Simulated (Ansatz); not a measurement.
# GeH2S + HBr: a complex and its separated parts

Aim: how far the complex at one end of a reaction step lies below its separated, relaxed parts, level by level.

Program: Ansatz 0.2.0, Gaussian basis. Level of theory: PBE0-D4/def2-TZVP structures, single points in def2-TZVPP, no counterpoise correction. These are calculated values, not measurements.

Levels: SPW92, PBE-D4, BLYP-D4, r2SCAN-D4, B97M-V, PBE0-D4, B3LYP-D4, r2SCAN0-D4, BHLYP-D4, CAM-B3LYP-D4, wB97X-V, wB97M-V, B2PLYP, PBE-QIDH, RPA on PBE, Hartree-Fock, MP2, CCSD, CCSD(T).

Cores are frozen in the correlated methods. Filled d shells of the heavier atoms are correlated. B3LYP uses VWN-RPA correlation. B2PLYP carries no dispersion term here.

56 further runs of the same task are left out: 56 set aside as unsound or not needed. Runs told in other sessions of the task aren't counted.

### 1 Where the work starts

The complex: 6 atoms, charge 0, spin multiplicity 1.

Atoms are counted from 1 here; the program's logs count them from 0.

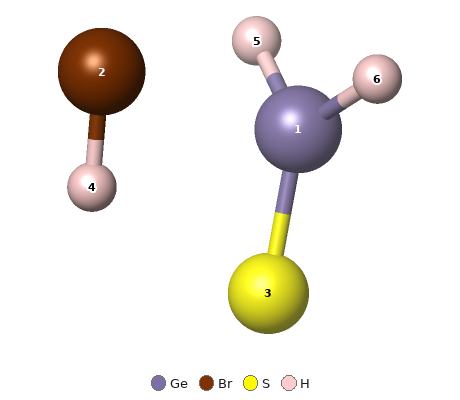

The starting geometry (germanium purple, bromine brown, sulfur yellow, hydrogen pink); atoms are numbered from 1 in the order of the file.

Geometry (Å):

```mol
BrGeH3S
  3D, bonds by distance, orders not assigned

  6  4  0  0  0  0  0  0  0  0999 V2000
   -0.0656    0.6809    0.7076 Ge  0  0
   -0.7346   -1.4456   -1.4905 Br  0  0
    1.9617    0.5916    0.5874 S   0  0
    0.6904   -1.3906   -1.4525 H   0  0
   -0.9379    1.6946   -0.0553 H   0  0
   -0.9141   -0.1308    1.7034 H   0  0
  1  3  8  0
  1  5  8  0
  1  6  8  0
  2  4  8  0
M  END
```

Its parts: GeH2S holds atoms 1, 3, 5, 6; HBr holds atoms 2, 4. Each part counts its atoms afresh in its own runs.

### 2 Relaxing GeH2S alone

Contents of relax-a/in.yaml:

```yaml
crystal:
  periodic: [false, false, false]
  atoms:
    - {symbol: Ge, position_ang: [-0.065632, 0.680902, 0.707558]}
    - {symbol: S, position_ang: [1.961733, 0.591555, 0.587399]}
    - {symbol: H, position_ang: [-0.937851, 1.694601, -0.055325]}
    - {symbol: H, position_ang: [-0.914061, -0.130799, 1.703375]}
basis:
  gaussian: {orbitals: def2-TZVP}
hamiltonian: {xc: pbe0, dispersion: d4}
relax: {f_tol: 0.005, max_steps: 200}
```

Run with:

```bash
$ ansatz run in.yaml --threads 4 --pin off --events-out ev --progress --plain --max-ram 9574MiB
```

Further steps of the session: Relaxing HBr alone; SPW92/def2-TZVPP; PBE-D4/def2-TZVPP; BLYP-D4/def2-TZVPP; r2SCAN-D4/def2-TZVPP; B97M-V/def2-TZVPP; PBE0-D4/def2-TZVPP; B3LYP-D4/def2-TZVPP; r2SCAN0-D4/def2-TZVPP; BHLYP-D4/def2-TZVPP; CAM-B3LYP-D4/def2-TZVPP; wB97X-V/def2-TZVPP; wB97M-V/def2-TZVPP; B2PLYP/def2-TZVPP; PBE-QIDH/def2-TZVPP; RPA on PBE/def2-TZVPP; CCSD(T)/def2-TZVPP; Vibrations of GeH2S; Vibrations of HBr.

Q: Predict the outcome of this session. Wanted: complex less parts, CCSD(T)/def2-TZVPP; with zero-point energy; largest T1 diagnostic.

The runs gave:

| quantity | value |
| --- | --- |
| complex less parts, CCSD(T)/def2-TZVPP | -12.2 kJ/mol |
| with zero-point energy | -7.4 kJ/mol |
| largest T1 diagnostic | 0.017 |

What this shows: At CCSD(T) the complex lies 12.2 kJ/mol below its parts. The functionals run from B2PLYP, off by +2.9 kJ/mol, to SPW92, off by -20.2 kJ/mol, against CCSD(T). Mean unsigned error by rung: LDA 20.2, GGA 7.2, meta-GGA 6.1, hybrid 7.1, range-separated hybrid 5.6, double hybrid 3.9 kJ/mol. The double hybrids carry no dispersion term here, unlike the levels marked D4 or V. PBE-D4 gives a relative energy 9.8 kJ/mol too low, an error of 81 % of the reference. No counterpoise was applied, and triple zeta lacks some correlation, so the CCSD(T) reference has a basis error of its own, and close matches with it are partly luck.
